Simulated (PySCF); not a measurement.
**C3H9O3PSi3: NMR shifts in solvents**

Aim: compute the NMR shifts of C3H9O3PSi3 (`CC#C[Si]1(P)O[SiH2]O[SiH2]O1`), and see what a dielectric continuum does where one was used.

Programs: PySCF 2.14.0, with density-fitted response routines of our own. Each step states its level of theory. These are calculated values for one molecule, in the gas phase or a continuum, unless marked as measured. Atoms are numbered from 0 throughout.

## Step 1: The starting structure

19 atoms, charge 0, multiplicity 1; geometry from: GFN2-xTB. The atoms were then displaced at random by about 0.01 Å, so the start is not that level's minimum.

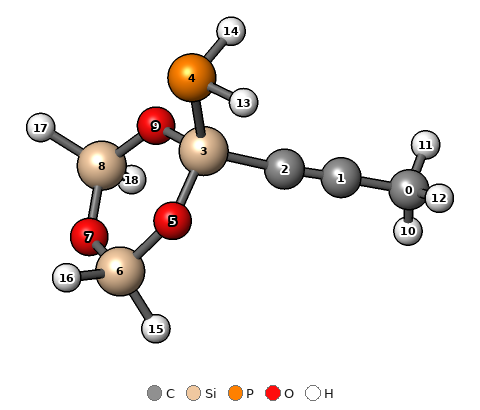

As it starts; carbon grey, silicon light orange, phosphorus orange, oxygen red, hydrogen white, atoms numbered.

## Step 2: Optimising the geometry at PBE0-D3(BJ)/def2-SVP

What the job is given:

```
{"job": {"xc": "PBE0", "basis": "def2-SVP", "d3": "d3bj", "grid": 1, "shake": 0.01, "kind": "geom"}, "charge": 0, "multiplicity": 1}
C      3.592460    -0.751950    -1.278540
C      2.330590    -0.307880    -0.668870
C      1.271190     0.031370    -0.176330
Si    -0.208060     0.636560     0.679020
P     -0.059950     2.185980     2.249440
O     -0.946330    -0.655230     1.382130
Si    -2.200480    -1.542980     0.885570
O     -2.876620    -0.809010    -0.402140
Si    -2.514220     0.560750    -1.162770
O     -1.228420     1.236740    -0.458110
H      3.385950    -1.597270    -1.907780
H      3.983560     0.081850    -1.884640
H      4.268680    -0.980340    -0.523130
H      0.987540     1.569600     2.897650
H      0.773200     2.988390     1.506430
H     -1.694190    -2.801210     0.420320
H     -3.169130    -1.490610     1.971200
H     -3.618340     1.494300    -0.988210
H     -2.108170     0.158000    -2.520500
```

The run is started by

```bash
OMP_NUM_THREADS=1 python probes_run.py task.json out
```

This one command runs all jobs of the session in turn.

What it wrote:

```text
step   0  E = -1553.94556790  max force = 0.044577
step   1  E = -1553.96501869  max force = 0.008523
step   2  E = -1553.96564469  max force = 0.002333
step   3  E = -1553.96578400  max force = 0.000646
step   4  E = -1553.96581338  max force = 0.000531
step   5  E = -1553.96583851  max force = 0.000338
step   6  E = -1553.96584248  max force = 0.000273
optimisation converged
```

Run time: 7.3 min. Hardware: 1 thread of Intel Xeon at 2.50GHz, shared host; peak memory 0.92 GiB.

Relaxation path:

| step | energy from step 0 (eV) | largest force component (eV/Å) |
| --- | --- | --- |
| 0 | 0.0000 | 2.2922 |
| 1 | -0.5293 | 0.4383 |
| 2 | -0.5463 | 0.1200 |
| 3 | -0.5501 | 0.0332 |
| 4 | -0.5509 | 0.0273 |
| 5 | -0.5516 | 0.0174 |
| 6 | -0.5517 | 0.0140 |

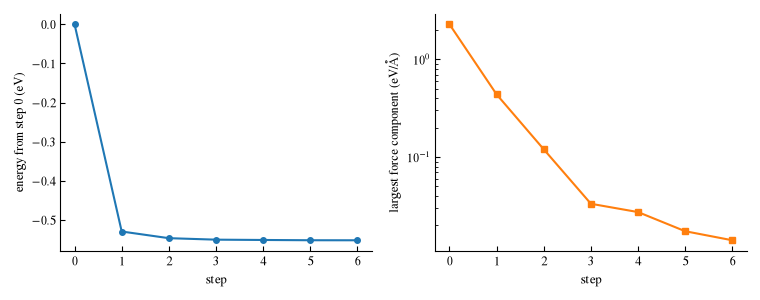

Energy and force, step by step.

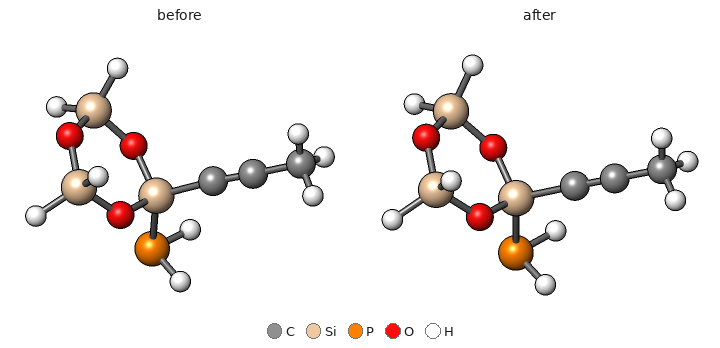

Before and after, at one scale.

Close pairs (by a distance rule), those that changed most:

| bond | before (Å) | after (Å) | change (Å) |
| --- | --- | --- | --- |
| C0–H12 | 1.039 | 1.101 | +0.062 |
| P4–H14 | 1.375 | 1.429 | +0.055 |
| O7–Si8 | 1.608 | 1.662 | +0.054 |
| Si6–H15 | 1.434 | 1.486 | +0.052 |
| P4–H13 | 1.377 | 1.429 | +0.052 |
| Si8–O9 | 1.615 | 1.663 | +0.049 |
| O5–Si6 | 1.615 | 1.663 | +0.048 |
| Si6–O7 | 1.629 | 1.663 | +0.033 |

The final coordinates are the input of the step that follows.

| at the end point | value |
| --- | --- |
| point group (found at 0.08 Å tolerance) | C1 |
| rotational constants (GHz, main isotopes) | 0.843, 0.512, 0.434 |
| dipole moment (D) | 2.88 |

## Step 3: Shielding tensors: PBE0/pcSseg-1 in benzene

What the job is given:

```
{"job": {"kind": "nmr", "xc": "PBE0", "basis": "pcSseg-1", "solvent": "benzene", "pop": true}, "charge": 0, "multiplicity": 1}
C      3.636761    -0.674474    -1.225076
C      2.385698    -0.257615    -0.622669
C      1.328794     0.087954    -0.121686
Si    -0.216291     0.632879     0.665617
P      0.046812     2.215237     2.230271
O     -0.959217    -0.675630     1.374481
Si    -2.278031    -1.582388     0.922864
O     -2.977905    -0.825441    -0.381409
Si    -2.600216     0.563010    -1.214114
O     -1.250809     1.219510    -0.497057
H      3.488589    -1.557327    -1.866376
H      4.060748     0.129376    -1.846625
H      4.377616    -0.935800    -0.453244
H      1.129995     1.510132     2.840726
H      0.909006     2.984909     1.389312
H     -1.841775    -2.945358     0.522423
H     -3.243309    -1.633585     2.050527
H     -3.722500     1.530675    -1.114947
H     -2.304581     0.221181    -2.629983
```

Level: GIAO PBE0/pcSseg-1 NMR shielding, non-relativistic, IEF-PCM benzene.

What it wrote:

```text
coarse grid: 18592 points
cycle   1  E = -1554.1542466458  dE =  1.287e+00  |g| = 1.232e+00  |ddm| = 4.539e+00
cycle   2  E = -1553.7930350474  dE =  3.612e-01  |g| = 1.854e+00  |ddm| = 2.402e+00
cycle   3  E = -1554.4184899503  dE = -6.255e-01  |g| = 1.507e-01  |ddm| = 1.676e+00
cycle   4  E = -1554.4223939981  dE = -3.904e-03  |g| = 8.628e-02  |ddm| = 2.156e-01
cycle   5  E = -1554.4238798261  dE = -1.486e-03  |g| = 4.189e-02  |ddm| = 8.427e-02
cycle   6  E = -1554.4242998285  dE = -4.200e-04  |g| = 3.967e-03  |ddm| = 3.585e-02
cycle   7  E = -1554.4243032485  dE = -3.420e-06  |g| = 1.597e-03  |ddm| = 5.926e-03
final grid: 163304 points
cycle   8  E = -1554.5124425676  dE = -1.485e-05  |g| = 1.209e-02  |ddm| = 4.065e-02
cycle   9  E = -1554.5124131299  dE =  2.944e-05  |g| = 1.767e-02  |ddm| = 2.354e-02
cycle  10  E = -1554.5124689563  dE = -5.583e-05  |g| = 1.389e-03  |ddm| = 1.358e-02
cycle  11  E = -1554.5124693721  dE = -4.158e-07  |g| = 3.849e-04  |ddm| = 1.562e-03
cycle  12  E = -1554.5124693994  dE = -2.723e-08  |g| = 1.770e-04  |ddm| = 3.952e-04
cycle  13  E = -1554.5124694072  dE = -7.843e-09  |g| = 3.471e-05  |ddm| = 1.443e-04
cycle  14  E = -1554.5124694074  dE = -1.996e-10  |g| = 1.413e-05  |ddm| = 3.461e-05
converged SCF energy = -1554.5124694074

GIAO shielding tensors (ppm)
atom      isotropic    diamagn.    paramagn.     s11        s22        s33       span
  0 C      179.269     252.607     -73.337    170.062    170.131    197.615     27.554
  1 C       71.066     276.106    -205.040    -21.115    -17.132    251.446    272.561
  2 C       99.458     263.216    -163.758      9.974     14.185    274.214    264.241
  3 Si     381.707     883.976    -502.269    348.428    366.531    430.163     81.734
  4 P      570.913     968.100    -397.187    534.481    588.163    590.094     55.613
  5 O      229.165     404.684    -175.519    177.584    223.485    286.425    108.840
  6 Si     384.976     880.244    -495.268    356.534    393.184    405.211     48.678
  7 O      252.245     403.121    -150.876    188.830    226.912    340.994    152.164
  8 Si     384.940     880.247    -495.307    356.452    393.159    405.209     48.757
  9 O      229.268     404.638    -175.370    177.467    223.632    286.707    109.240
 10 H       29.176      29.752      -0.576     24.046     27.473     36.009     11.963
 11 H       29.170      27.459       1.711     24.155     27.348     36.007     11.852
 12 H       29.168      27.053       2.115     24.143     27.372     35.989     11.846
 13 H       29.284      30.268      -0.984     24.950     26.884     36.018     11.068
 14 H       29.285      30.250      -0.965     24.951     26.865     36.039     11.087
 15 H       26.071      30.024      -3.953     22.905     23.748     31.560      8.655
 16 H       26.112      27.592      -1.480     22.877     23.528     31.931      9.053
 17 H       26.117      27.580      -1.464     22.879     23.523     31.949      9.070
 18 H       26.064      30.056      -3.992     22.901     23.755     31.535      8.634
```

Wall time 2.7 min (1 thread of Intel Xeon at 2.50GHz, shared host); peak memory 1.3 GiB.

The references, computed at this level on geometries of the same kind, shield at (ppm): 1H TMS 31.25, 13C TMS 184.9, 29Si TMS 351.9, 17O H2O 338.8, 31P PH3 584.8. Their shielding less the atom's gives the shift. The references are single molecules in the same continuum, so shifts against H2O, NH3, PH3, H3PO4 or CFCl3 are not on the usual liquid scales and can be off by tens of ppm. Atoms listed in one row are averaged.

| atoms | environment | σ (ppm) | δ (ppm) |
| --- | --- | --- | --- |
| C1 | alkyne carbon | 71.1 | 113.8 |
| C2 | alkyne carbon | 99.5 | 85.4 |
| C0 | propargylic methyl carbon | 179.3 | 5.6 |
| H15, H18 | hydrogen on a silicon bonded to 2 O, in a 6-membered ring | 26.07 | 5.19 |
| H16, H17 | hydrogen on a silicon bonded to 2 O, in a 6-membered ring | 26.11 | 5.14 |
| H10, H11, H12 | hydrogen on a propargylic methyl carbon | 29.17 | 2.08 |
| H13, H14 | hydrogen on a phosphorus bonded to Si | 29.28 | 1.97 |
| Si3 | silicon bonded to C, 2 O, P, in a 6-membered ring | 381.7 | -29.8 |
| Si6, Si8 | silicon bonded to 2 O, 2 H, in a 6-membered ring | 385.0 | -33.0 |
| P4 | phosphorus bonded to Si, 2 H | 570.9 | 13.9 |
| O5, O9 | oxygen bonded to 2 Si, in a 6-membered ring | 229.2 | 109.6 |
| O7 | oxygen bonded to 2 Si, in a 6-membered ring | 252.2 | 86.5 |

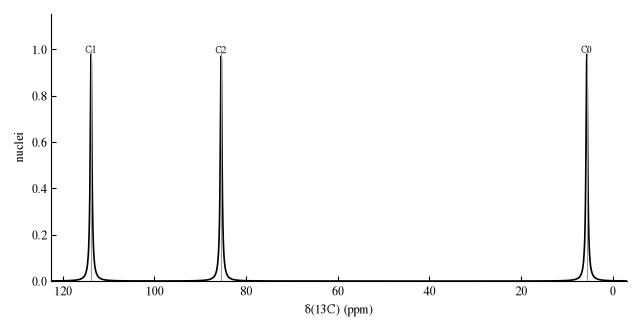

13C lines at the computed shifts, without couplings. Lines are broadened to a width of 0.43 ppm (Lorentzian).

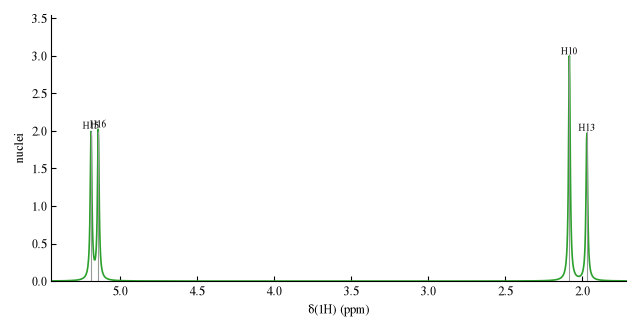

1H lines at the computed shifts, without couplings. Lines are broadened to a width of 0.01 ppm (Lorentzian).

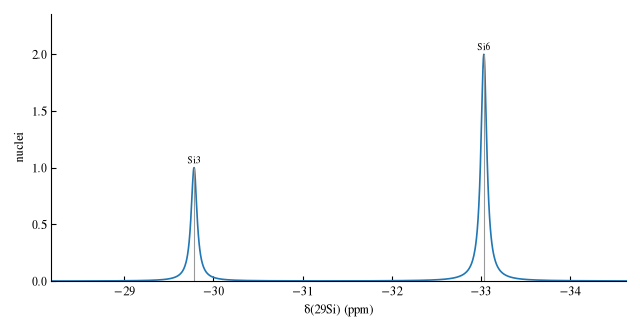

29Si lines at the computed shifts, without couplings. Lines are broadened to a width of 0.08 ppm (Lorentzian).

Charges from the same density, by scheme (e):

| atoms | Mulliken | IAO | Hirshfeld | ESP fit |
| --- | --- | --- | --- | --- |
| C0 | -0.19 | -0.44 | -0.09 | -0.58 |
| C1 | -0.14 | 0.03 | -0.01 | 0.39 |
| C2 | -0.39 | -0.44 | -0.20 | -0.74 |
| Si3 | 1.08 | 1.27 | 0.43 | 1.05 |
| P4 | -0.25 | -0.13 | -0.02 | -0.41 |
| O5, O9 | -0.77 | -0.88 | -0.32 | -0.56 |
| Si6, Si8 | 1.04 | 1.19 | 0.47 | 0.85 |
| O7 | -0.78 | -0.88 | -0.32 | -0.59 |

Mulliken charges:

C0 -0.19; C1 -0.14; C2 -0.39; Si3 1.08; P4 -0.25; O5 -0.77; Si6 1.04; O7 -0.78; Si8 1.04; O9 -0.77; H10 0.17; H11 0.17; H12 0.17; H13 0.07; H14 0.07; H15 -0.13; H16 -0.13; H17 -0.13; H18 -0.13

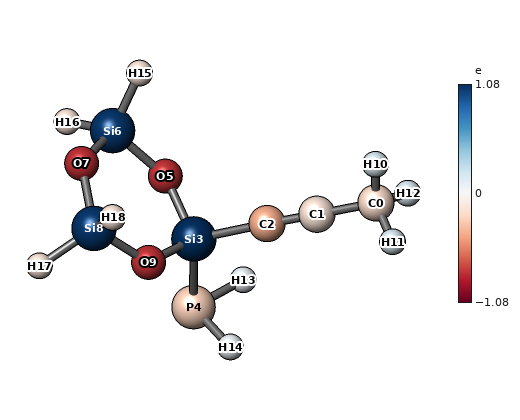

Mulliken charges, as colours on the atoms.

Mayer bond orders: C0–C1 1.19, C1–C2 2.52, C2–Si3 0.94, Si3–P4 0.99, Si3–O5 0.93, O5–Si6 0.91, Si6–O7 0.91, O7–Si8 0.91, Si8–O9 0.91, O9–Si3 0.93.

Ring of atoms Si3, O5, Si6, O7, Si8, O9: NICS(0) -2.2, NICS(1) -0.2, NICS(1)zz 3.7 ppm (means of both faces). The ring holds saturated atoms, so no π current runs round it: these values come from its σ bonds, any local π bonds and neighbouring rings, and say nothing of aromaticity.

## Step 4: NMR shieldings: PBE0/pcSseg-1 in water

Settings changed since step 3:

```diff
@@ -1,2 +1,2 @@
-{"job": {"kind": "nmr", "xc": "PBE0", "basis": "pcSseg-1", "solvent": "benzene", "pop": true}, "charge": 0, "multiplicity": 1}
+{"job": {"kind": "nmr", "xc": "PBE0", "basis": "pcSseg-1", "solvent": "water", "pop": false}, "charge": 0, "multiplicity": 1}
 C      3.636761    -0.674474    -1.225076
```

Level: GIAO PBE0/pcSseg-1 NMR shielding, non-relativistic, IEF-PCM water.

What it wrote:

```text
coarse grid: 18592 points
cycle   1  E = -1554.1626952653  dE =  1.279e+00  |g| = 1.228e+00  |ddm| = 4.538e+00
cycle   2  E = -1553.8191014984  dE =  3.436e-01  |g| = 1.830e+00  |ddm| = 2.342e+00
cycle   3  E = -1554.4247096017  dE = -6.056e-01  |g| = 1.347e-01  |ddm| = 1.618e+00
cycle   4  E = -1554.4282174571  dE = -3.508e-03  |g| = 6.163e-02  |ddm| = 1.922e-01
cycle   5  E = -1554.4288792646  dE = -6.618e-04  |g| = 3.681e-02  |ddm| = 6.682e-02
cycle   6  E = -1554.4292035211  dE = -3.243e-04  |g| = 3.900e-03  |ddm| = 2.920e-02
cycle   7  E = -1554.4292069828  dE = -3.462e-06  |g| = 1.271e-03  |ddm| = 5.347e-03
final grid: 163304 points
cycle   8  E = -1554.5173404137  dE = -1.565e-05  |g| = 1.190e-02  |ddm| = 4.094e-02
cycle   9  E = -1554.5173135314  dE =  2.688e-05  |g| = 1.721e-02  |ddm| = 2.251e-02
cycle  10  E = -1554.5173659312  dE = -5.240e-05  |g| = 1.265e-03  |ddm| = 1.284e-02
cycle  11  E = -1554.5173662833  dE = -3.520e-07  |g| = 2.800e-04  |ddm| = 1.372e-03
cycle  12  E = -1554.5173662935  dE = -1.019e-08  |g| = 1.773e-04  |ddm| = 3.210e-04
cycle  13  E = -1554.5173663012  dE = -7.781e-09  |g| = 2.578e-05  |ddm| = 1.370e-04
cycle  14  E = -1554.5173663014  dE = -1.055e-10  |g| = 1.458e-05  |ddm| = 2.999e-05
converged SCF energy = -1554.5173663014

GIAO shielding tensors (ppm)
atom      isotropic    diamagn.    paramagn.     s11        s22        s33       span
  0 C      179.670     252.915     -73.244    170.054    170.113    198.843     28.789
  1 C       68.067     276.035    -207.968    -25.871    -21.422    251.495    277.366
  2 C      101.091     263.198    -162.107     12.043     16.528    274.701    262.658
  3 Si     381.369     884.130    -502.760    348.065    365.431    430.612     82.547
  4 P      572.784     968.425    -395.641    535.552    590.466    592.334     56.782
  5 O      229.860     404.947    -175.087    178.319    225.134    286.125    107.806
  6 Si     384.211     880.241    -496.030    355.672    391.357    405.605     49.933
  7 O      253.246     403.234    -149.988    189.655    228.601    341.483    151.828
  8 Si     384.173     880.244    -496.071    355.590    391.326    405.604     50.015
  9 O      229.967     404.900    -174.934    178.208    225.283    286.409    108.201
 10 H       29.049      29.534      -0.485     23.896     27.276     35.977     12.081
 11 H       29.031      27.206       1.825     23.989     27.138     35.967     11.978
 12 H       29.026      26.795       2.231     23.974     27.158     35.945     11.972
 13 H       29.088      30.185      -1.098     24.645     26.643     35.974     11.329
 14 H       29.088      30.166      -1.078     24.646     26.625     35.994     11.348
 15 H       26.055      29.983      -3.927     22.883     23.732     31.551      8.667
 16 H       26.101      27.575      -1.474     22.857     23.525     31.920      9.063
 17 H       26.105      27.563      -1.458     22.858     23.519     31.938      9.081
 18 H       26.049      30.014      -3.966     22.880     23.740     31.526      8.646
```

Wall time 2.5 min (1 thread of Intel Xeon at 2.50GHz, shared host); peak memory 1.3 GiB.

In short: δ C1 117.4, C2 84.4, C0 5.8, Si3 -29.6, H15 5.19, H16 5.14 ppm (means over like atoms).

## Step 5: Run by run: NMR shifts

Shifts (ppm) of some atoms, chosen among heavy atoms and hydrogens apart, means over like atoms, with basis size and wall time:

| run | C1 | C2 | H10 | H13 | Si6 | O5 | O7 | functions | time |
| --- | --- | --- | --- | --- | --- | --- | --- | --- | --- |
| PBE0/pcSseg-1 in benzene | 113.8 | 85.4 | 2.08 | 1.97 | -33.0 | 109.6 | 86.5 | 243 | 2.7 min |
| PBE0/pcSseg-1 in water | 117.4 | 84.4 | 2.20 | 2.15 | -32.4 | 113.3 | 89.9 | 243 | 2.5 min |

The continuum's effect on the ground state:

| solvent | ε | polarisation energy (Eh) | μ (D) |
| --- | --- | --- | --- |
| benzene | 2.27 | -0.0040 | 3.38 |
| water | 78.36 | -0.0098 | 3.85 |

## Step 6: What came out

| quantity | value |
| --- | --- |
| point group | C1 |
| rotational constants (main isotopes) | 0.84, 0.51, 0.43 GHz |
| 13C shifts against TMS (PBE0/pcSseg-1, benzene) | 113.8, 85.4, 5.6 ppm |
| 1H shifts against TMS (PBE0/pcSseg-1, benzene, means over atoms taken as alike) | 5.19, 5.14, 2.08, 1.97 ppm |
| 29Si shifts against TMS (PBE0/pcSseg-1, benzene, means over atoms taken as alike) | -29.8, -33.0 ppm |
| 31P shifts against PH3 (PBE0/pcSseg-1, benzene) | 13.9 ppm |
| 17O shifts against H2O (PBE0/pcSseg-1, benzene, means over atoms taken as alike) | 109.6, 86.5 ppm |
| range of the shift of O5 (with its like atoms) | 109.6 to 113.3 ppm |

What this shows: The start of the PBE0/def2-SVP relaxation was shaken at random by about 0.01 Å, so part of the energy gained, and of the first lengths quoted, undoes that. Over 6 steps the energy fell by 0.552 eV; of the close pairs, C0–H12 changed most, 1.039 to 1.101 Å. In ppm, O5 (with its like atoms) moves most: its shift spreads over 3.7 ppm, from 109.6 (PBE0/pcSseg-1 in benzene) to 113.3 (PBE0/pcSseg-1 in water). Most of that comes from the computed reference, not from the atom's own shielding. Each shift counts from a reference computed in the same medium, and that reference moves with the solvent too, so shifts and shieldings show the solvent's effect differently. The continuum holds electrostatics alone: no hydrogen bonds to the solvent, and the gas-phase geometry is kept.
